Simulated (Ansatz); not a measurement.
# Nudged elastic band of BSiH₆F

BSiH₆F, computed with RKS B3LYP-D4/def2-TZVP (Ansatz 0.2.0).

It belongs to a series of runs on one base structure; here: band between the two ends. Figures and captions count atoms from 1; the log counts them from 0 in places.

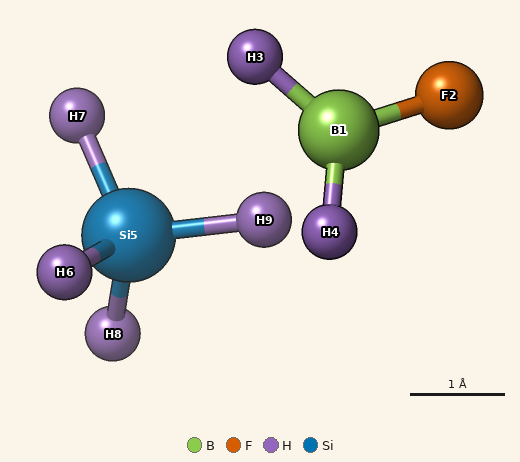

*The structure as given in the input (ball-and-stick view, seen at an oblique angle; atoms are numbered from 1 in the order of the input).*

Bond lengths as drawn: B–F 1.32 Å, B–H 1.19 Å and H–Si 1.48 Å.

Input
```yaml
crystal:
  periodic: [false, false, false]
  atoms:
    - { symbol: B, position_ang: [-0.058199, 0.62901, -0.091296] }
    - { symbol: F, position_ang: [0.21716, 1.54531, 0.821835] }
    - { symbol: H, position_ang: [0.858286, 0.096915, -0.642204] }
    - { symbol: H, position_ang: [-1.204546, 0.407263, -0.336479] }
    - { symbol: Si, position_ang: [0.13655, -2.739219, 1.138708] }
    - { symbol: H, position_ang: [-0.505027, -2.901359, -0.18452] }
    - { symbol: H, position_ang: [1.587163, -3.010877, 1.030099] }
    - { symbol: H, position_ang: [-0.480079, -3.665705, 2.114578] }
    - { symbol: H, position_ang: [-0.06701, -1.34574, 1.606679] }
basis:
  gaussian: { orbitals: def2-TZVP }
hamiltonian:
  xc: b3lyp
  dispersion: d4
neb:
  order_check: false
  images: 7
  f_tol: 0.05
  max_iterations: 60
  final_atoms:
    - { symbol: B, position_ang: [0.09849326, -0.42289441, -0.2297749] }
    - { symbol: F, position_ang: [-0.17437809, 0.40397486, 1.77383748] }
    - { symbol: H, position_ang: [1.09603593, 0.18569378, -0.44433318] }
    - { symbol: H, position_ang: [-0.93291236, 0.00844683, -0.63354833] }
    - { symbol: Si, position_ang: [0.17201503, -2.31428609, 0.48344] }
    - { symbol: H, position_ang: [-0.8246205, -3.24372444, -0.10381147] }
    - { symbol: H, position_ang: [1.50233457, -2.96961981, 0.45046927] }
    - { symbol: H, position_ang: [-0.18748511, -2.21293621, 1.94672529] }
    - { symbol: H, position_ang: [-0.26518473, -0.41905651, 2.21439583] }
  initial_path:
    images:
      - { positions_ang: [[-0.058199, 0.62901, -0.091296], [0.21716, 1.54531, 0.821835], [0.858286, 0.096915, -0.642204], [-1.204546, 0.407263, -0.336479], [0.13655, -2.739219, 1.138708], [-0.505027, -2.901359, -0.18452], [1.587163, -3.010877, 1.030099], [-0.480079, -3.665705, 2.114578], [-0.06701, -1.34574, 1.606679]] }
      - { positions_ang: [[-0.0485599, 0.47235721, -0.06673841], [0.16259222, 1.15747786, 1.03557883], [0.89474791, 0.07677744, -0.63150321], [-1.16756549, 0.30405498, -0.39651977], [0.12861254, -2.5876965, 1.03011636], [-0.55025615, -2.92156609, -0.18387232], [1.56464855, -2.90123577, 0.94339331], [-0.46397893, -3.30746931, 2.10211247], [-0.03594274, -1.27710183, 1.62483274]] }
      - { positions_ang: [[-0.03892081, 0.31570442, -0.04218083], [0.10802444, 0.76964573, 1.24932265], [0.93120983, 0.05663987, -0.62080242], [-1.13058498, 0.20084697, -0.45656055], [0.12067507, -2.43617401, 0.92152472], [-0.59548531, -2.94177317, -0.18322464], [1.5421341, -2.79159453, 0.85668763], [-0.44787885, -2.94923362, 2.08964695], [-0.00487549, -1.20846365, 1.64298648]] }
      - { positions_ang: [[-0.02928171, 0.15905163, -0.01762324], [0.05345665, 0.38181359, 1.46306648], [0.96767174, 0.03650231, -0.61010162], [-1.09360447, 0.09763895, -0.51660132], [0.11273761, -2.28465151, 0.81293308], [-0.64071446, -2.96198026, -0.18257696], [1.51961965, -2.6819533, 0.76998194], [-0.43177878, -2.59099793, 2.07718142], [0.02619177, -1.13982548, 1.66114022]] }
      - { positions_ang: [[-0.01964262, 0.00239883, 0.00693435], [-0.00111113, -0.00601854, 1.67681031], [1.00413366, 0.01636474, -0.59940083], [-1.05662396, -0.00556907, -0.57664209], [0.10480015, -2.13312902, 0.70434144], [-0.68594361, -2.98218734, -0.18192928], [1.4971052, -2.57231206, 0.68327626], [-0.4156787, -2.23276225, 2.06471589], [0.05725902, -1.07118731, 1.67929396]] }
      - { positions_ang: [[0.00989135, -0.10392448, -0.05224297], [-0.04442787, 0.09647981, 1.7010671], [1.02710922, 0.058697, -0.56063392], [-1.02569606, -0.00206509, -0.59086865], [0.12160387, -2.17841828, 0.64911608], [-0.72061283, -3.04757162, -0.16239983], [1.49841254, -2.671639, 0.62507451], [-0.35863031, -2.22780574, 2.03521824], [-0.02335192, -0.90815461, 1.81306943]] }
      - { positions_ang: [[0.03942532, -0.21024779, -0.11142028], [-0.08774461, 0.19897816, 1.7253239], [1.05008479, 0.10102926, -0.521867], [-0.99476816, 0.00143888, -0.60509521], [0.13840759, -2.22370755, 0.59389072], [-0.75528206, -3.11295589, -0.14287038], [1.49971989, -2.77096594, 0.56687276], [-0.30158191, -2.22284923, 2.00572059], [-0.10396285, -0.74512191, 1.9468449]] }
      - { positions_ang: [[0.06895929, -0.3165711, -0.17059759], [-0.13106135, 0.30147651, 1.74958069], [1.07306036, 0.14336152, -0.48310009], [-0.96384026, 0.00494286, -0.61932177], [0.15521131, -2.26899682, 0.53866536], [-0.78995128, -3.17834017, -0.12334092], [1.50102723, -2.87029288, 0.50867102], [-0.24453351, -2.21789272, 1.97622294], [-0.18457379, -0.58208921, 2.08062036]] }
      - { positions_ang: [[0.09849326, -0.42289441, -0.2297749], [-0.17437809, 0.40397486, 1.77383748], [1.09603593, 0.18569378, -0.44433318], [-0.93291236, 0.00844683, -0.63354833], [0.17201503, -2.31428609, 0.48344], [-0.8246205, -3.24372444, -0.10381147], [1.50233457, -2.96961981, 0.45046927], [-0.18748511, -2.21293621, 1.94672529], [-0.26518473, -0.41905651, 2.21439583]] }
```

Run on 4 threads of Arm Neoverse V1, 24 GiB of memory available, shared host.

Launch command:
```bash
ansatz run input.yaml --threads 4 --pin off --max-ram 5120MiB --backend cpu --events-out ev --progress --plain --runs-dir out
```

Output
```
Engine: ansatz 0.2.0, aarch64-unknown-linux-gnu
Functional definition: B3LYP
  parameter a0 = 0.2
  parameter ax = 0.72
  parameter ac = 0.81
  exchange = (1 - a0 - ax)*slater_x + ax*b88_x + a0*exact_x
  correlation = (1 - ac)*vwn_rpa_c + ac*lyp_c
850 factors; their error is unknown
mean field evaluation 1: about -11370.1370 eV, gradient 2.9e1 eV
mean field evaluation 2: about -11369.5249 eV, gradient 4.1e1 eV
mean field evaluation 4: about -11371.7182 eV, gradient 1.1e0 eV
mean field evaluation 8: about -11371.7510 eV, gradient 1.5e-1 eV
mean field -11371.75106282 eV, -417.9041435089 hartree, gradient 5.0e-5 eV, S^2 0.000000; 0 other end points of the search recorded, 0 dependent functions left out
the calculation of the forces begins
reference -11371.75134368 eV, -417.9041538304 hartree; 17, 17 occupied and 118, 118 virtual orbitals, 850 factors
850 factors; their error is unknown
mean field evaluation 16: about -11367.6943 eV, gradient 3.3e1 eV
mean field -11370.01701006 eV, -417.8404182454 hartree, gradient 4.9e-5 eV, S^2 0.000000; 0 other end points of the search recorded, 0 dependent functions left out
[... from here on the field's lines of each further geometry are left out, up to the last ...]
NEB iter   1: max|band force component| = 5.876e0 eV/Å  barrier→ = 5.0045 eV  barrier← = 3.3126 eV  Δτ_max = 0.2000 Å  (228 SCF iters)
NEB iter   2: max|band force component| = 2.495e0 eV/Å  barrier→ = 3.1651 eV  barrier← = 1.4733 eV  Δτ_max = 0.2000 Å  (234 SCF iters)
NEB iter   3: max|band force component| = 1.837e0 eV/Å  barrier→ = 2.7404 eV  barrier← = 1.0485 eV  Δτ_max = 0.2000 Å  (215 SCF iters)
NEB iter   4: max|band force component| = 3.818e0 eV/Å  barrier→ = 2.4883 eV  barrier← = 0.7964 eV  Δτ_max = 0.0999 Å  (225 SCF iters)
NEB iter   5: max|band force component| = 3.749e0 eV/Å  barrier→ = 2.5063 eV  barrier← = 0.8144 eV  Δτ_max = 0.0993 Å  (196 SCF iters)
NEB iter   6: max|band force component| = 1.745e0 eV/Å  barrier→ = 2.4332 eV  barrier← = 0.7414 eV  Δτ_max = 0.1584 Å  (202 SCF iters)
NEB iter   7: max|band force component| = 7.887e-1 eV/Å  barrier→ = 2.3612 eV  barrier← = 0.6693 eV  Δτ_max = 0.0964 Å  (203 SCF iters)
NEB iter   8: max|band force component| = 3.481e-1 eV/Å  barrier→ = 2.3217 eV  barrier← = 0.6298 eV  CI = image 5  Δτ_max = 0.0886 Å  (199 SCF iters)
NEB iter   9: max|band force component| = 2.946e-1 eV/Å  barrier→ = 2.3301 eV  barrier← = 0.6382 eV  CI = image 5  Δτ_max = 0.2000 Å  (198 SCF iters)
NEB iter  10: max|band force component| = 2.319e0 eV/Å  barrier→ = 2.3252 eV  barrier← = 0.6334 eV  CI = image 5  Δτ_max = 0.0997 Å  (211 SCF iters)
NEB iter  11: max|band force component| = 1.509e0 eV/Å  barrier→ = 2.3195 eV  barrier← = 0.6276 eV  CI = image 5  Δτ_max = 0.2000 Å  (202 SCF iters)
NEB iter  12: max|band force component| = 2.815e-1 eV/Å  barrier→ = 2.3132 eV  barrier← = 0.6214 eV  CI = image 5  Δτ_max = 0.2000 Å  (208 SCF iters)
NEB iter  13: max|band force component| = 4.803e-1 eV/Å  barrier→ = 2.3110 eV  barrier← = 0.6191 eV  CI = image 5  Δτ_max = 0.1005 Å  (210 SCF iters)
NEB iter  14: max|band force component| = 9.931e-2 eV/Å  barrier→ = 2.3086 eV  barrier← = 0.6168 eV  CI = image 5  Δτ_max = 0.0672 Å  (198 SCF iters)
NEB iter  15: max|band force component| = 6.597e-2 eV/Å  barrier→ = 2.3065 eV  barrier← = 0.6147 eV  CI = image 5  Δτ_max = 0.0629 Å  (199 SCF iters)
NEB iter  16: max|band force component| = 5.727e-2 eV/Å  barrier→ = 2.3045 eV  barrier← = 0.6126 eV  CI = image 5  Δτ_max = 0.0954 Å  (197 SCF iters)
NEB iter  17: max|band force component| = 5.235e-1 eV/Å  barrier→ = 2.3028 eV  barrier← = 0.6110 eV  CI = image 5  Δτ_max = 0.0475 Å  (200 SCF iters)
NEB iter  18: max|band force component| = 4.791e-1 eV/Å  barrier→ = 2.3022 eV  barrier← = 0.6103 eV  CI = image 5  Δτ_max = 0.0477 Å  (198 SCF iters)
NEB iter  19: max|band force component| = 1.877e-1 eV/Å  barrier→ = 2.3021 eV  barrier← = 0.6103 eV  CI = image 5  Δτ_max = 0.0951 Å  (203 SCF iters)
NEB iter  20: max|band force component| = 1.952e-1 eV/Å  barrier→ = 2.3021 eV  barrier← = 0.6102 eV  CI = image 5  Δτ_max = 0.0476 Å  (186 SCF iters)
NEB iter  21: max|band force component| = 6.888e-2 eV/Å  barrier→ = 2.3021 eV  barrier← = 0.6102 eV  CI = image 5  Δτ_max = 0.0477 Å  (179 SCF iters)
NEB iter  22: max|band force component| = 6.587e-2 eV/Å  barrier→ = 2.3021 eV  barrier← = 0.6102 eV  CI = image 5  Δτ_max = 0.0136 Å  (176 SCF iters)
the calculation of the forces begins
reference -11370.00563028 eV, -417.8400000461 hartree; 17, 17 occupied and 118, 118 virtual orbitals, 850 factors
850 factors; their error is unknown
mean field evaluation 1344: about -11369.4062 eV, gradient 6.0e-3 eV
mean field -11369.40617562 eV, -417.8179704939 hartree, gradient 1.1e-5 eV, S^2 0.000000; 1 other end points of the search recorded, 0 dependent functions left out
the calculation of the forces begins
reference -11369.40643113 eV, -417.8179798836 hartree; 17, 17 occupied and 118, 118 virtual orbitals, 850 factors
NEB iter  23: max|band force component| = 3.331e-2 eV/Å  barrier→ = 2.3021 eV  barrier← = 0.6102 eV  CI = image 5  Δτ_max = 0.0000 Å  (353 SCF iters)
```

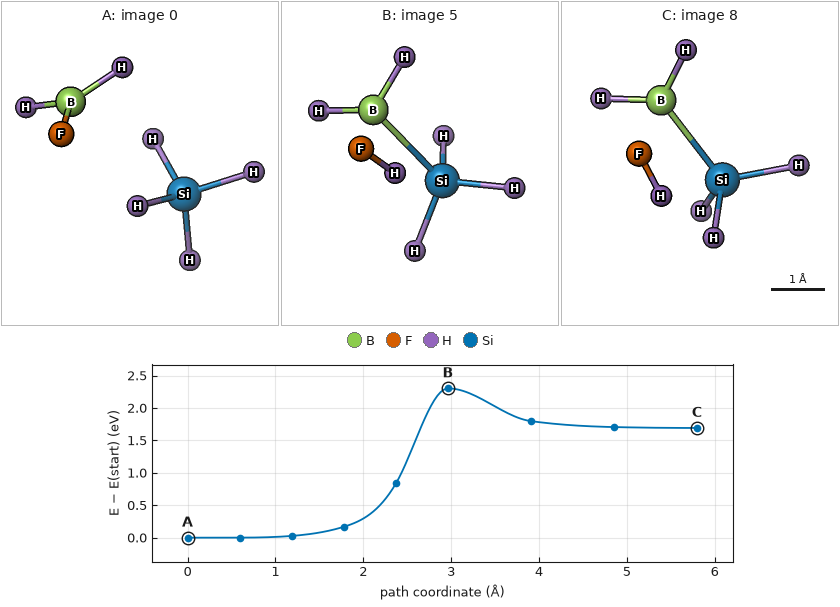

*Images of the last band (counted from 0; ball-and-stick, seen at a tilt) above the energy along the path; the line is a cubic interpolation that uses the forces.*

The highest image is number 5, 2.302 eV above the start and 0.610 eV above the end (the climbing image); the end lies 1.692 eV above the start. The path is 5.80 Å long. The band converged in 23 iterations.

```
Total energy: -11369.60810795 eV, -417.8253913701 hartree
Atom 0 at    -0.122802    -0.275694     0.119563 Å, force    -0.000463     0.000656     0.000819 eV/Å
Atom 1 at     0.309764     0.625036     1.472069 Å, force    -0.000296    -0.000845    -0.000774 eV/Å
Atom 2 at     0.689679    -0.070068    -0.720828 Å, force     0.000019    -0.000181    -0.000223 eV/Å
Atom 3 at    -1.281597    -0.101499    -0.068800 Å, force     0.000062    -0.000055     0.000140 eV/Å
Atom 4 at     0.130003    -2.295411     0.782088 Å, force    -0.000042    -0.000001     0.000109 eV/Å
Atom 5 at    -0.302415    -2.829997    -0.531589 Å, force     0.000227    -0.000005    -0.000256 eV/Å
Atom 6 at     1.508207    -2.757366     1.070437 Å, force    -0.000085     0.000046     0.000264 eV/Å
Atom 7 at    -0.781165    -2.794815     1.838778 Å, force    -0.000216    -0.000036    -0.000221 eV/Å
Atom 8 at     0.334624    -0.484588     1.495681 Å, force     0.000794     0.000421     0.000141 eV/Å
Dipole moment:     0.029187    -0.225328     0.077415 e Å
this run last wrote the band of iteration 23 to [file]
```

The last band as extended XYZ (Å, eV, eV/Å)
```
9
Properties=species:S:1:pos:R:3:forces:R:3 image=0 energy=-11371.90992
B    -0.0582    0.6290   -0.0913    0.0079  -0.0118  -0.0018
F     0.2172    1.5453    0.8218   -0.0036  -0.0055  -0.0098
H     0.8583    0.0969   -0.6422   -0.0124   0.0076   0.0099
H    -1.2045    0.4073   -0.3365    0.0077   0.0070   0.0070
Si    0.1366   -2.7392    1.1387    0.0013  -0.0004  -0.0001
H    -0.5050   -2.9014   -0.1845    0.0016  -0.0009   0.0035
H     1.5872   -3.0109    1.0301   -0.0133   0.0066   0.0059
H    -0.4801   -3.6657    2.1146    0.0053   0.0053  -0.0063
H    -0.0670   -1.3457    1.6067    0.0054  -0.0080  -0.0084
9
Properties=species:S:1:pos:R:3:forces:R:3 image=1 energy=-11371.90924
B    -0.1276    0.6304   -0.0655   -0.0116  -0.0106   0.0035
F     0.1423    1.5456    0.8504    0.0082   0.0081   0.0000
H     0.7751    0.2178   -0.7278    0.0034   0.0049  -0.0001
H    -1.2640    0.2941   -0.2012   -0.0006   0.0034  -0.0039
Si    0.1918   -2.7420    1.1177    0.0001  -0.0002   0.0013
H    -0.3640   -2.8256   -0.2504    0.0005  -0.0019   0.0001
H     1.5671   -3.2862    1.1373    0.0005  -0.0004   0.0006
H    -0.6651   -3.4980    2.0573    0.0003  -0.0015   0.0000
H     0.2288   -1.3205    1.5396   -0.0009  -0.0019  -0.0015
9
Properties=species:S:1:pos:R:3:forces:R:3 image=2 energy=-11371.88281
B    -0.1552    0.4435    0.0421   -0.0062   0.0756  -0.0070
F     0.1721    1.3533    0.9512   -0.0097   0.0236  -0.0314
H     0.6895    0.0814   -0.7193   -0.0050   0.0241  -0.0145
H    -1.2986    0.1087   -0.0308    0.0044   0.0184  -0.0104
Si    0.2138   -2.6119    1.0364    0.0051  -0.0247   0.0171
H    -0.2925   -2.7554   -0.3445    0.0021  -0.0077   0.0106
H     1.5720   -3.1830    1.1505    0.0008  -0.0397   0.0060
H    -0.7112   -3.2505    1.9957    0.0034  -0.0462   0.0047
H     0.2945   -1.1706    1.3762    0.0051  -0.0234   0.0248
9
Properties=species:S:1:pos:R:3:forces:R:3 image=3 energy=-11371.74170
B    -0.1296    0.2208    0.1582   -0.0177   0.1987  -0.0454
F     0.2119    1.1266    1.0875   -0.0509   0.1929  -0.1284
H     0.6649   -0.0488   -0.6954    0.0171   0.0572   0.0201
H    -1.2850   -0.0680    0.0395   -0.0010   0.0583   0.0276
Si    0.1969   -2.4812    0.9525    0.0256  -0.1004   0.0648
H    -0.3208   -2.7069   -0.4103    0.0128   0.0431   0.0344
H     1.5743   -2.9862    1.0950    0.0170  -0.1508   0.0292
H    -0.7256   -3.0107    1.9728    0.0091  -0.1521   0.0320
H     0.2972   -1.0301    1.2575   -0.0118  -0.1470  -0.0344
9
Properties=species:S:1:pos:R:3:forces:R:3 image=4 energy=-11371.07271
B    -0.0981   -0.0281    0.2351    0.1751   1.1405   0.5259
F     0.2696    0.8465    1.2808   -0.2855   0.9476  -0.7515
H     0.6569   -0.1113   -0.7007    0.0301  -0.1354   0.2144
H    -1.2753   -0.1380    0.0012    0.1169  -0.1330   0.1827
Si    0.1600   -2.3395    0.8544    0.1096  -0.2034   0.2939
H    -0.3262   -2.7535   -0.4825    0.0336   0.3875   0.1063
H     1.5452   -2.7883    1.0522    0.1024  -0.1608   0.0458
H    -0.7543   -2.8214    1.8988   -0.0455  -0.1670   0.1000
H     0.3065   -0.8508    1.3180   -0.2366  -1.6761  -0.7175
9
Properties=species:S:1:pos:R:3:forces:R:3 image=5 energy=-11369.60785
B    -0.1228   -0.2757    0.1196   -0.0005   0.0007   0.0008
F     0.3098    0.6250    1.4721   -0.0003  -0.0008  -0.0008
H     0.6897   -0.0701   -0.7208    0.0000  -0.0002  -0.0002
H    -1.2816   -0.1015   -0.0688    0.0001  -0.0001   0.0001
Si    0.1300   -2.2954    0.7821    0.0000   0.0000   0.0001
H    -0.3024   -2.8300   -0.5316    0.0002   0.0000  -0.0003
H     1.5082   -2.7574    1.0704   -0.0001   0.0000   0.0003
H    -0.7812   -2.7948    1.8388   -0.0002   0.0000  -0.0002
H     0.3346   -0.4846    1.4957    0.0008   0.0004   0.0001
9
Properties=species:S:1:pos:R:3:forces:R:3 image=6 energy=-11370.11258
B    -0.1289   -0.4504   -0.0959   -0.0118  -0.0590  -0.0696
F     0.3199    0.5692    1.6172    0.0145  -0.0157   0.0389
H     0.7474    0.0267   -0.7417   -0.0071   0.0255  -0.0236
H    -1.2264   -0.0039   -0.2011    0.0025   0.0245  -0.0226
Si    0.0745   -2.3452    0.5700   -0.0110  -0.0133  -0.0606
H    -0.2753   -3.2012   -0.5900   -0.0063  -0.1187  -0.0059
H     1.4454   -2.7074    1.0268   -0.0084   0.0209  -0.0296
H    -0.8371   -2.6977    1.6979    0.0051   0.0321  -0.0223
H     0.3648   -0.1746    2.1742    0.0225   0.1036   0.1953
9
Properties=species:S:1:pos:R:3:forces:R:3 image=7 energy=-11370.20432
B     0.0078   -0.4587   -0.2331    0.0035  -0.0008  -0.0049
F     0.2317    0.4281    1.8075   -0.0025  -0.0047   0.0060
H     0.9437    0.1201   -0.6814    0.0047   0.0033   0.0006
H    -1.0739    0.0156   -0.3867    0.0041   0.0003  -0.0055
Si    0.1386   -2.3384    0.4779    0.0028   0.0000  -0.0036
H    -0.5469   -3.3112   -0.4121   -0.0113  -0.0049   0.0082
H     1.5133   -2.8331    0.7373    0.0041  -0.0039  -0.0127
H    -0.5765   -2.3850    1.7958    0.0123   0.0119   0.0058
H    -0.1535   -0.2219    2.3522   -0.0177  -0.0012   0.0061
9
Properties=species:S:1:pos:R:3:forces:R:3 image=8 energy=-11370.21807
B     0.0985   -0.4229   -0.2298    0.0031  -0.0147   0.0160
F    -0.1744    0.4040    1.7738   -0.0029  -0.0218   0.0090
H     1.0960    0.1857   -0.4443   -0.0002   0.0044  -0.0033
H    -0.9329    0.0084   -0.6335   -0.0030   0.0048  -0.0072
Si    0.1720   -2.3143    0.4834    0.0006   0.0002  -0.0081
H    -0.8246   -3.2437   -0.1038    0.0027   0.0029   0.0018
H     1.5023   -2.9696    0.4505   -0.0029   0.0014  -0.0010
H    -0.1875   -2.2129    1.9467   -0.0010   0.0012   0.0028
H    -0.2652   -0.4191    2.2144    0.0035   0.0216  -0.0100
```

Results in brief

| quantity | value |
| --- | --- |
| outcome | converged |
| barrier, forward | 2.302 eV |
| barrier, backward | 0.610 eV |
| wall time | 3 min (CPU time 11 min) |
| peak memory | 0.25 GiB |

Remarks

The order of the saddle point was not checked.
